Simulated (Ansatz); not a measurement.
Cl₂FGeH₂N···HCl

```xyz
9

Ge    0.2499    0.6091   -0.3424
Cl    1.0316   -0.6174    2.7598
Cl    1.8078   -0.7606   -0.8836
Cl   -0.5310    1.5921   -2.0992
F    -1.0987   -0.2807    0.2997
N     0.7900    1.9278    0.8884
H     1.7999    1.8357    1.0660
H     0.6154    2.8568    0.4801
H     0.4311    0.5763    2.6567
```

Not at a stationary point (largest force 0.8 eV/Å).

These are results of Ansatz, RKS PBE-D4/def2-SVP, not measurements.

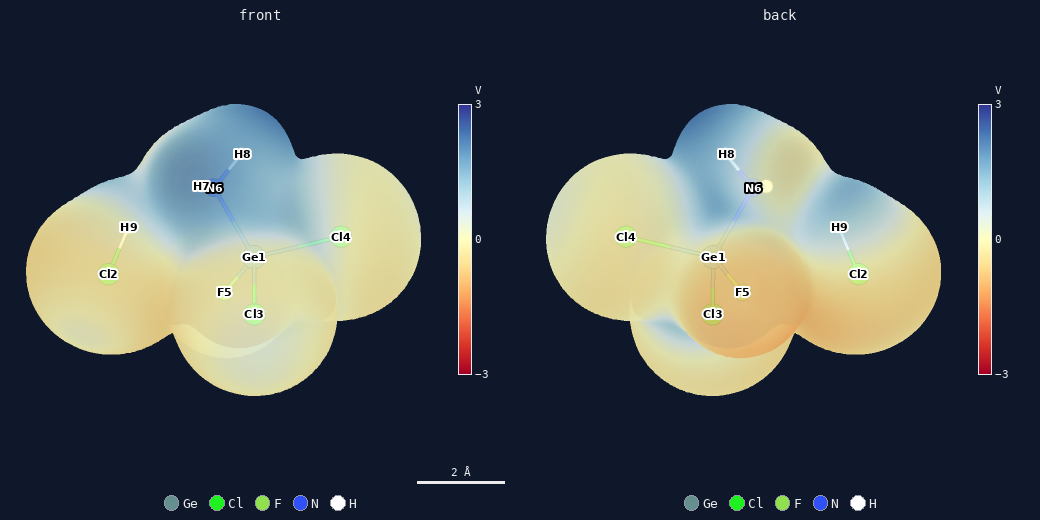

Figure 1. The molecular electrostatic potential painted on the density surface at 0.002 e/bohr³, seen from the front and from behind; red is negative and blue positive.

Which sites attract a positive test charge, and which a negative one?

Answer. A positive charge is drawn to the negative regions and a negative charge to the positive ones. The most negative region (about −1.0 V) lies over F5, the most positive (about +2.2 V) over H7 and H8. Cl2 shows a σ-hole: about +0.2 V at the tip opposite its bond, against about −0.5 V on its flanks. Cl3 shows a σ-hole: about +0.3 V at the tip opposite its bond, against about −0.2 V on its flanks. Cl4 shows a σ-hole: about +0.3 V at the tip opposite its bond, against about −0.1 V on its flanks.

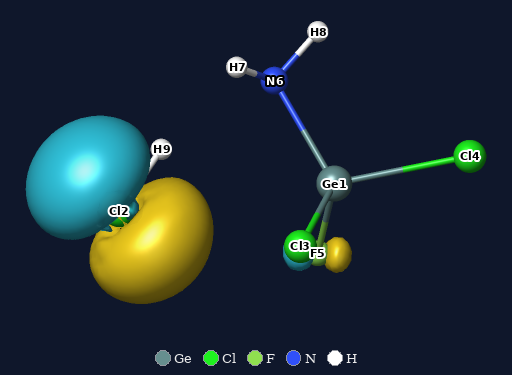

Figure 2. The HOMO−1 at ±0.15 Å⁻³ᐟ² (yellow and cyan are the two phases), seen at a tilt.

What is the character of this orbital?

Answer. It lies mainly on Cl2 (about 90 %); largely a lone pair of Cl2. Its energy is −7.41 eV.

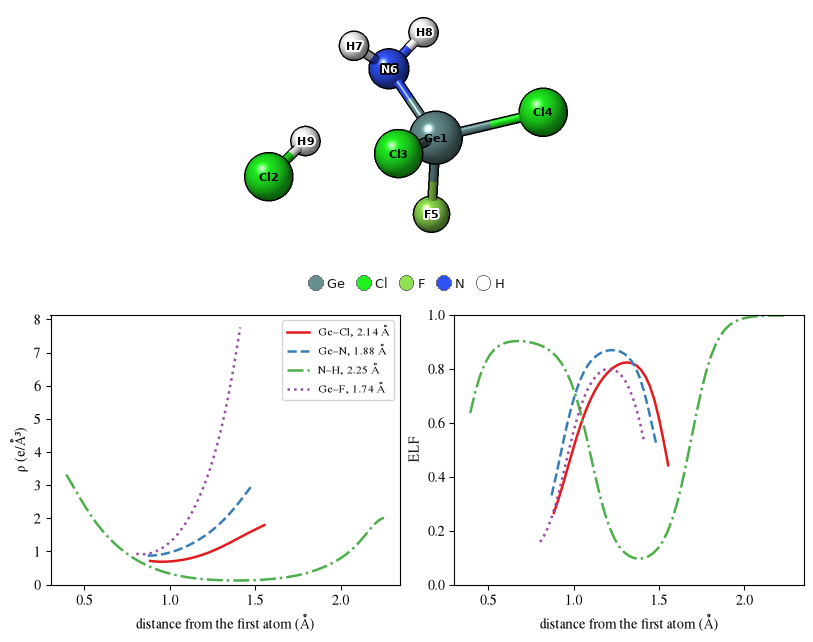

Figure 3. Total electron density and ELF along straight lines between neighbouring atoms. The curves leave out the atomic cores. The structure is drawn too.

What can be read from the curves?

Answer. Ge–Cl (2.14 Å): ρ at the midpoint is about 0.74 e/Å³; the ELF peaks at about 0.80 in the valence shell of Cl, 0.8 Å from its nucleus, and is about 0.65 at the midpoint.
Ge–N (1.88 Å): the density is about 0.9 e/Å³ at the midpoint; the ELF peaks at about 0.85 in the valence shell of N, 0.7 Å from its nucleus, and is about 0.55 at the midpoint.
N6···H9 (2.25 Å): the density falls to about 0.12 e/Å³ on the way; the ELF dips to about 0.10 between them.
Ge–F (1.74 Å): ρ at the midpoint is about 0.93 e/Å³; the ELF peaks at about 0.80 in the valence shell of F, 0.5 Å from its nucleus, and is about 0.25 at the midpoint.

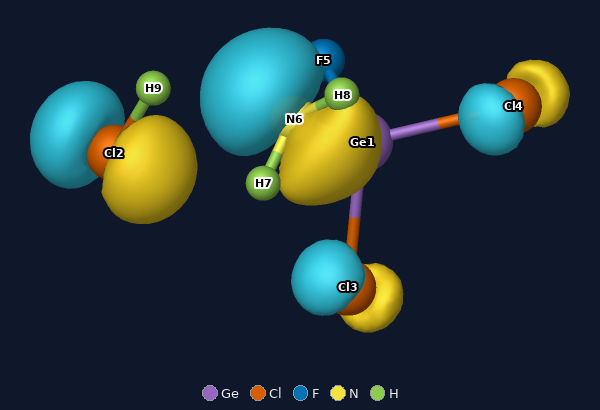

Figure 4. The HOMO at ±0.15 Å⁻³ᐟ² (yellow and cyan are the two phases), seen from one side.

Describe this orbital and give its energy.

Answer. Its weight (Hirshfeld) is mainly on N6 (about 50 %), Cl2 (about 25 %), Cl3 (about 10 %) and Cl4 (about 5 %); largely a combination of lone pairs on N6, Cl2, Cl3 and Cl4. Its energy is −7.16 eV.
